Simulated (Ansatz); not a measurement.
**CH₅GeNO (SMILES C[O][Ge][NH2]): density, localisation and related maps**

```xyz
9

C    -1.8421    1.7891   -0.5197
Ge    0.1844    0.0686   -1.4319
N     1.4160   -0.4951   -0.2315
O    -0.7024    1.0483   -0.2065
H    -2.7031    1.4520    0.0852
H    -1.6826    2.8598   -0.2983
H    -2.1372    1.7127   -1.5856
H     1.3932   -0.2108    0.7438
H     2.1855   -1.1145   -0.4561
```

Geometry: PBE0-D4/def2-SVP.

These are results of Ansatz 0.2.0, isolated molecule in a Gaussian basis; Kohn-Sham density functional theory, functional PBE0, not measurements.

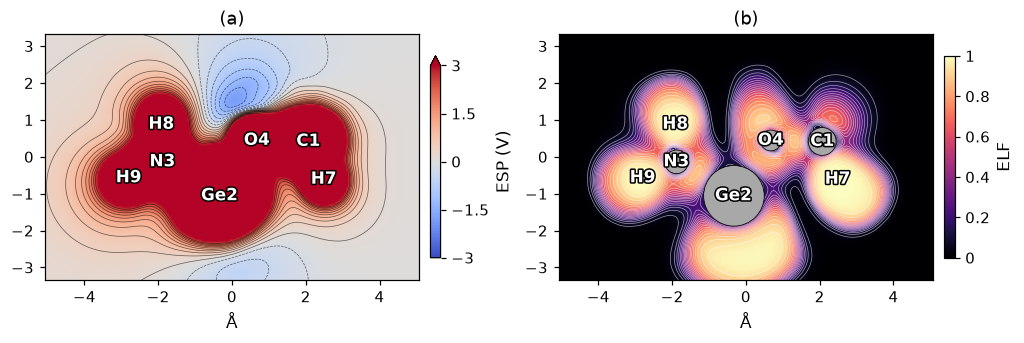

Figure 1. (a) electrostatic potential; (b) ELF on the plane of atoms Ge2, N3 and H8. Grey discs cover the atomic cores in the ELF map.

**Describe what can be read from this map.**

- The section cuts through C, Ge, N, O and H sites.
- C–O (1.39 Å): the ELF peaks at about 0.90 between the atoms (a polar covalent bond).
- Ge–O (1.80 Å): the ELF peaks at about 0.85 in the valence shell of O, 0.6 Å from its nucleus, and is about 0.30 at the midpoint.
- Ge–N (1.81 Å): the ELF peaks at about 0.90 in the valence shell of N, 0.6 Å from its nucleus, and is about 0.40 at the midpoint.
- N–H (1.01 Å): the ELF climbs to about 1 towards the hydrogen, as it does in any bond to H; a covalent bond by its length.
- C–H (1.11 Å): the ELF climbs to about 1 towards the hydrogen (an ordinary covalent bond to hydrogen).
- The ELF also peaks beside O4, away from the bonds: lone-pair regions.
- Outside the dense part of the molecule the potential is most negative (−1.8 V) near O4.

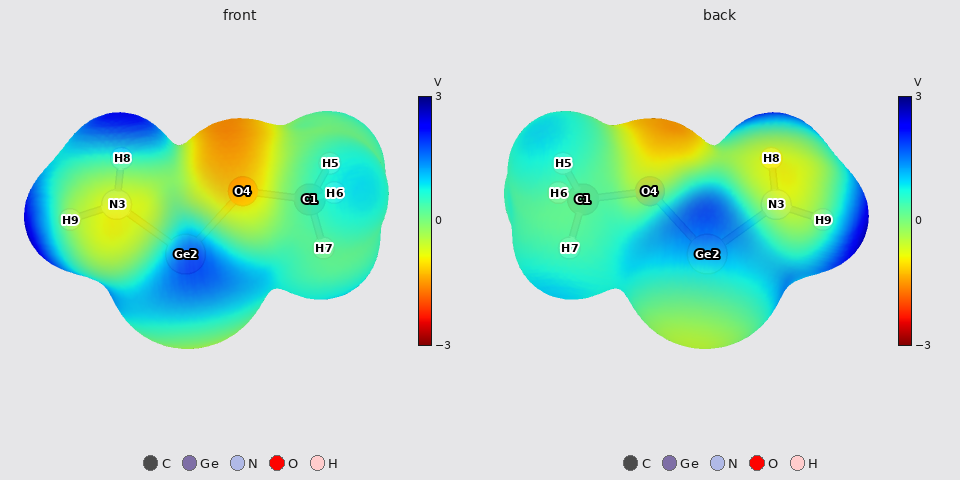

Figure 2. The electrostatic potential painted on the density surface at 0.004 e/bohr³, seen from the front and from behind; red is negative and blue positive.

**Which sites attract a positive test charge, and which a negative one?**

A positive charge is drawn to the negative regions and a negative charge to the positive ones. The most negative region (about −1.6 V) lies over O4, the most positive (about +2.5 V) over H9. O4 is the likeliest acceptor of a hydrogen bond.

**What dipole moment does the calculation give?**

Its dipole moment is 0.62 D.

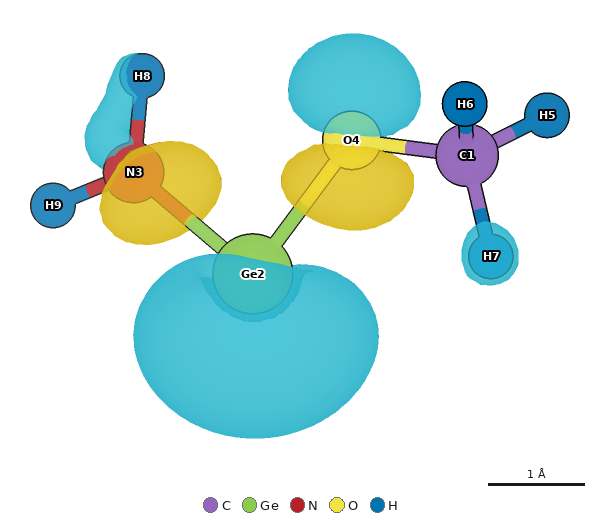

Figure 3. One frontier orbital at ±0.15 Å⁻³ᐟ² (yellow and cyan are the two phases), seen at an oblique angle.

**Which orbital is it: HOMO or LUMO?**

The HOMO, at −7.04 eV. Its weight (Hirshfeld) is mainly on Ge2 (about 60 %), O4 (about 25 %) and N3 (about 10 %).
